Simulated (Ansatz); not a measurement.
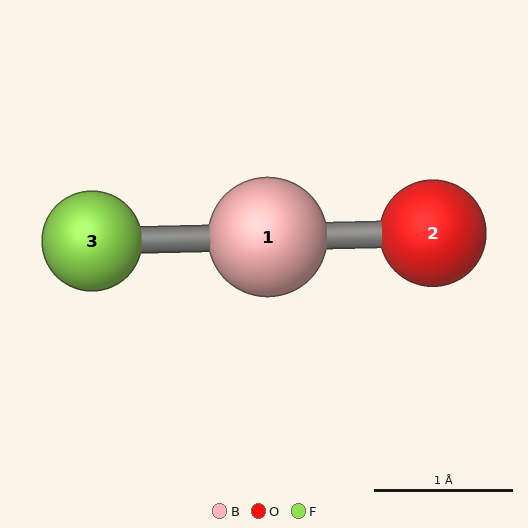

Orthographic view. Depth is shown by fading: the farther an atom, the more it takes the colour of the background. Computed geometry: PBE0-D4/def2-TZVP optimisation.

Give the geometry as a Z-matrix, atoms in numerical order, with these reference atoms: 2 to 1; 3 to 1, 2.

```
B  
O    1   1.206
F    1   1.282   2   180.0
```
